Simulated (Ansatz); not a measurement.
System: C2H7AlOSi (SMILES [CH3][Al]1[CH2]O[SiH2]1).

```xyz
12

C    -1.4565    0.4545    1.6710
Al    0.1504    0.1909    0.6029
C     0.8165    0.8930   -1.1610
O     1.3018   -0.2505   -1.8716
Si    0.8889   -1.5089   -0.7417
H    -1.5100    1.5545    2.0458
H    -1.5123   -0.2116    2.5121
H    -2.3505    0.3598    1.0012
H     0.0616    1.4599   -1.6540
H     1.7350    1.5459   -0.9635
H     2.1089   -2.1489   -0.2292
H    -0.1568   -2.3939   -1.1780
```

Method: SCF B3LYP, Gaussian basis (Ansatz 0.2.0).

> Predict the electron density and electron localisation function between the atoms.

C–O (1.43 Å): the density is about 1.9 e/Å³ at the midpoint, with its minimum of 1.7 e/Å³ about 0.5 Å from C; the ELF peaks at about 0.85 between the atoms, as expected for a polar covalent bond.
Si–O (1.74 Å): ρ is about 1 e/Å³ halfway; the ELF peaks at about 0.85 between the atoms, as expected for a shared but strongly polarised pair.
Al–Si (2.29 Å): ρ is about 0.56 e/Å³ halfway; the ELF peaks at about 0.95 between the atoms: a covalent bond.
C–Al (2.01 Å): ρ at the midpoint is about 0.68 e/Å³; the ELF peaks at about 0.95 between the atoms; a shared but strongly polarised pair.

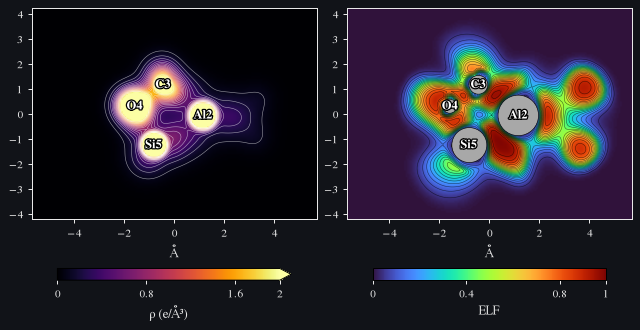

Computed electron density and electron localisation function on the plane of atoms C3, Al2 and Si5, in this order. Grey discs cover the atomic cores in the ELF map. 
